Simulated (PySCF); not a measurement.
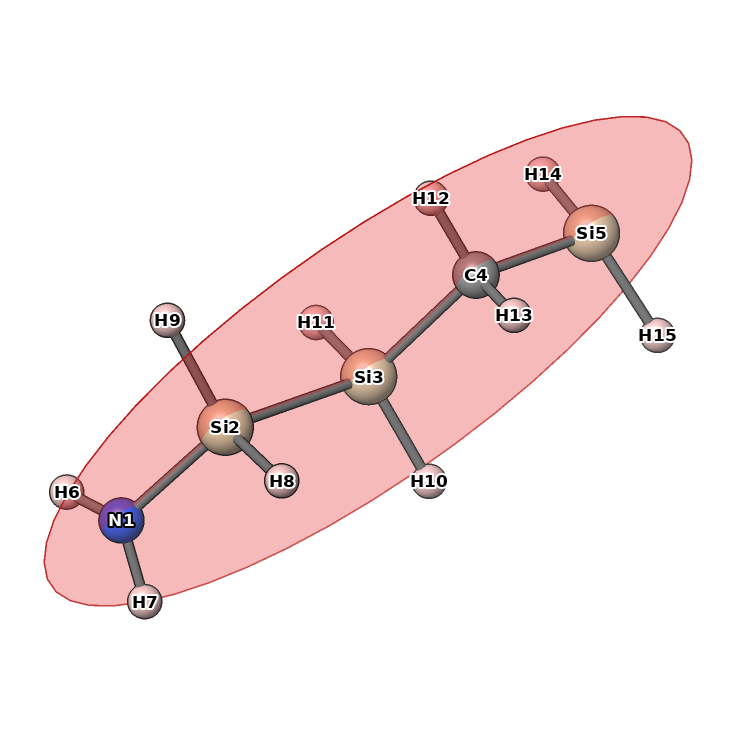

A disc through the centre of mass is drawn in. Distant atoms are faded towards the background colour. State: neutral, doublet. The computed structure is the end point of a PBE0-D3(BJ)/def2-SVP optimisation. No frequency run is at hand to confirm it as a minimum.

Q: Is the plane of the disc a mirror plane of the structure?

A: Yes. The reflection leaves N1, Si2, Si3, C4, Si5 in place and moves H6 ↔ H7; H8 ↔ H9; H10 ↔ H11; H12 ↔ H13; H14 ↔ H15. The point group is Cs.
